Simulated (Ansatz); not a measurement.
Relaxed KI (rock salt):

```
CELL_PARAMETERS angstrom
      0.00000     7.18126     7.18126
      3.59063     0.00000     3.59063
      3.59063     3.59063     0.00000
ATOMIC_POSITIONS crystal
  I  0.00000 0.00000 0.00000
  I  0.50000 0.00000 0.00000
  K  0.25000 0.50000 0.50000
  K  0.75000 0.50000 0.50000
```

A phonon eigenvector at L = (0.5, 0.0, 0.0) is frozen into this cell: atom i moves by Q times the vector below, so Q is the largest atomic displacement, in Å. The cell is held. (q is in reciprocal vectors of the primitive cell; the cell shown is doubled to hold the pattern.)

```tsv
atom	x	y	z
K3	-0.577	0.577	0.577
K4	0.577	-0.577	-0.577
```

Atoms not listed stay in place.

All values below come from PBE (plane waves to 420 eV, PAW, scalar-relativistic; Ansatz, a first-principles code). k mesh 4×8×8 (Γ-centred), Fermi-Dirac smearing 0.05 eV. The energy includes the smearing's −TS. KI was relaxed with its symmetry unable to fall. Spin-orbit coupling is left out, though I is heavy. The relaxed volume of KI is well above the measured one; the method has no dispersion term. The zero of ΔE is the undisplaced structure.

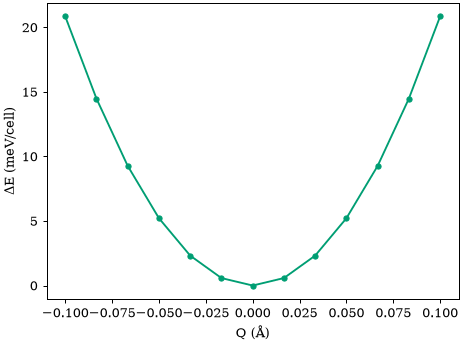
ΔE (meV/cell) against Q (Å); computed points joined by lines.

Question: What is the energy change at Q = 0.100 Å?

Answer: About 21 meV/cell.

Question: What harmonic wavenumber does the curvature at Q = 0 give?

Answer: About 120 cm⁻¹.

(A displaced cell: forces are minus the slopes of the energy, force constants its curvatures, and phonons follow from these.)
